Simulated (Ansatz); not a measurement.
**InSi2H7 (SMILES [SiH3][SiH2][InH2]) at RPA@PBE/def2-SVP (core potential)**

What is the energy change on altering one bond length of InSi2H7 at RPA@PBE/def2-SVP (core potential)? 

Program for the calculation: Ansatz 0.2.0.

54 further runs of the same task are left out: 54 set aside as unsound or not needed.

### Step 1. The system as given

InSi2H7: 10 atoms, total charge 0, spin state singlet. As SMILES, `[SiH3][SiH2][InH2]`. The coordinates come from a PBE0-D4/def2-TZVP relaxation.

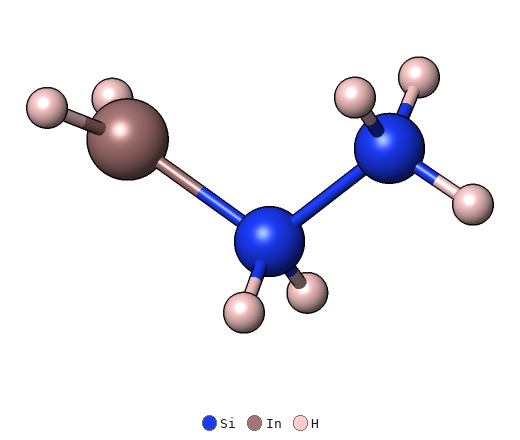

The structure, seen from a chosen angle (silicon blue, indium brown, hydrogen pink).

### Step 2. A single-point energy at RPA@PBE/def2-SVP (core potential)

molecule.yaml

```yaml
crystal:
  periodic: [false, false, false]
  atoms:
    - {symbol: Si, position_ang: [-1.450900, 0.732300, -0.821600]}
    - {symbol: Si, position_ang: [0.023100, -0.982700, -0.222400]}
    - {symbol: In, position_ang: [1.884800, -0.062700, 1.293100]}
    - {symbol: H, position_ang: [-2.541100, 0.248700, -1.711500]}
    - {symbol: H, position_ang: [-0.707700, 1.812100, -1.527500]}
    - {symbol: H, position_ang: [-2.065700, 1.320500, 0.400500]}
    - {symbol: H, position_ang: [-0.761300, -2.056900, 0.451800]}
    - {symbol: H, position_ang: [0.588700, -1.557900, -1.477300]}
    - {symbol: H, position_ang: [1.761400, -0.160900, 3.013900]}
    - {symbol: H, position_ang: [3.268800, 0.707500, 0.601100]}
basis:
  gaussian: {orbitals: def2-SVP}
correlation: {method: rpa, frozen_orbitals: {H: 0, In: 4, Si: 5}}
hamiltonian: {xc: pbe}
total_charge: 0
accuracy: high
```

Command:

```bash
$ ansatz run molecule.yaml --threads 1 --pin off --max-ram 3480MiB --events-out events.jsonl --progress --plain --runs-dir runs
```

The program printed:

```text
Warning: RAYON_NUM_THREADS=1 ignored (pool sized by the plan → 1); use --threads N
Functional definition: PBE
  name "PBE"
  parameter kappa = 0.804
  parameter beta = 0.06672455060314922
  exchange = pbe_x(kappa = kappa, mu = beta*pi^2/3)
  correlation = pbe_c(beta = beta)
2240 factors; integrals over basis functions are off by at most 8.6e-9 eV
mean field evaluation 1: about -21026.6264 eV, gradient 2.1e1 eV
mean field evaluation 2: about -21026.6113 eV, gradient 2.1e1 eV
mean field evaluation 4: about -21028.3943 eV, gradient 4.8e0 eV
mean field evaluation 8: about -21028.4809 eV, gradient 6.3e-2 eV
mean field evaluation 16: about -21028.4809 eV, gradient 1.4e-6 eV
mean field -21028.48092032 eV, -772.7824202054 hartree, gradient 3.3e-8 eV, S^2 0.000000; 0 other end points of the search recorded, 0 dependent functions left out
14 core orbitals not correlated: weight in the atoms' cores, before any rotation towards them, 1.000 or more for the frozen orbitals, at most 0.000 for the correlated occupied ones
reference -20976.88141942 eV, -770.8861735228 hartree; 14, 14 occupied and 69, 69 virtual orbitals, 2240 factors
Total energy: -20993.62608256 eV, -771.5015285431 hartree
```

Wall time 17 s (1 thread of Arm Neoverse V1, shared host); peak memory 0.48 GiB.

### Step 3. The distorted shape at the same level

job.yaml

```yaml
crystal:
  periodic: [false, false, false]
  atoms:
    - {symbol: Si, position_ang: [-1.413881, 0.761759, -1.337825]}
    - {symbol: Si, position_ang: [0.060119, -0.953241, -0.738625]}
    - {symbol: In, position_ang: [1.921819, -0.033241, 0.776875]}
    - {symbol: H, position_ang: [-2.504081, 0.278159, -2.227725]}
    - {symbol: H, position_ang: [-0.670681, 1.841559, -2.043725]}
    - {symbol: H, position_ang: [-2.028681, 1.349959, -0.115725]}
    - {symbol: H, position_ang: [-0.724281, -2.027441, -0.064425]}
    - {symbol: H, position_ang: [0.625719, -1.528441, -1.993525]}
    - {symbol: H, position_ang: [1.761400, -0.160900, 3.013900]}
    - {symbol: H, position_ang: [3.305819, 0.736959, 0.084875]}
basis:
  gaussian:
    orbitals: def2-SVP
correlation:
  method: rpa
  frozen_orbitals: {H: 0, In: 4, Si: 5}
hamiltonian:
  xc: pbe
accuracy: high
```

Command:

```bash
$ ansatz run job.yaml --threads 1 --pin off --max-ram 3480MiB --events-out events.jsonl --progress --plain --runs-dir runs
```

The program printed:

```text
Warning: RAYON_NUM_THREADS=1 ignored (pool sized by the plan → 1); use --threads N
Functional definition: PBE
  name "PBE"
  parameter kappa = 0.804
  parameter beta = 0.06672455060314922
  exchange = pbe_x(kappa = kappa, mu = beta*pi^2/3)
  correlation = pbe_c(beta = beta)
2232 factors; integrals over basis functions are off by at most 8.0e-9 eV
mean field evaluation 1: about -21025.7798 eV, gradient 2.2e1 eV
mean field evaluation 2: about -21025.7647 eV, gradient 2.2e1 eV
mean field evaluation 4: about -21027.5429 eV, gradient 6.5e0 eV
mean field evaluation 8: about -21027.7559 eV, gradient 1.4e-1 eV
mean field evaluation 16: about -21027.7560 eV, gradient 8.4e-6 eV
mean field -21027.75599282 eV, -772.7557796111 hartree, gradient 5.2e-8 eV, S^2 0.000000; 0 other end points of the search recorded, 0 dependent functions left out
14 core orbitals not correlated: weight in the atoms' cores, before any rotation towards them, 1.000 or more for the frozen orbitals, at most 0.000 for the correlated occupied ones
reference -20975.90238259 eV, -770.8501945828 hartree; 14, 14 occupied and 69, 69 virtual orbitals, 2232 factors
Total energy: -20992.82887770 eV, -771.4722318050 hartree
```

Run time: 17 s. Hardware: 1 thread of Arm Neoverse V1, shared host; peak memory 0.5 GiB.

### Step 4. Outcome

Level: RPA@PBE/def2-SVP (core potential), 14 core orbitals frozen.

| quantity | value |
| --- | --- |
| first shape: total energy | -771.50153 Eh |
| first shape: RPA correlation energy (valence) | -615.4 mEh |
| distorted shape: total energy | -771.47223 Eh |
| distorted shape: RPA correlation energy (valence) | -622.0 mEh |
| energy change with the In3–H9 bond stretched from 1.728 to 2.246 Å | 0.797 eV |

With the In3–H9 bond stretched from 1.728 to 2.246 Å the energy rises by 0.80 eV (76.9 kJ/mol). The first shape isn't relaxed at this level, so the change isn't measured from a minimum.
